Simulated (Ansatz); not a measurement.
**A computed series for ZnS: pressure series**

Consider ZnS in the zinc blende structure (space group F-43m, No. 216; a = 5.389 Å).

Cell and atoms are relaxed at each pressure.

Calculations: r2SCAN/PAW in Ansatz (an electronic-structure program), without spin-orbit coupling.

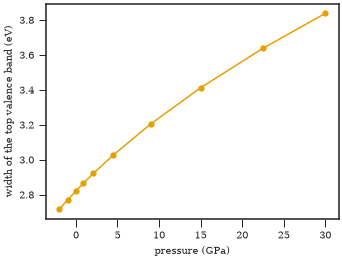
Figure. Width of the top valence band against pressure

**Question.** From the plot, what is the width of the top valence band for pressure −2 GPa?

**Answer.** About 2.72 eV.

**Question.** Is the trend monotonic over the range shown?

**Answer.** Yes, it rises throughout, spanning 2.72 eV to 3.84 eV.

The levels and masses belong to the bands next to the band gap. Load acts through the strain it causes; cell and atoms are relaxed under it. Whether these cells are dynamically stable was not tested. Measured, ZnS leaves this structure (for rock salt) near 14.7 GPa (temperature not stated; as listed in Datta, Sujoy, Jana, Debnarayan, arXiv (2020)), on rising pressure, with hysteresis.
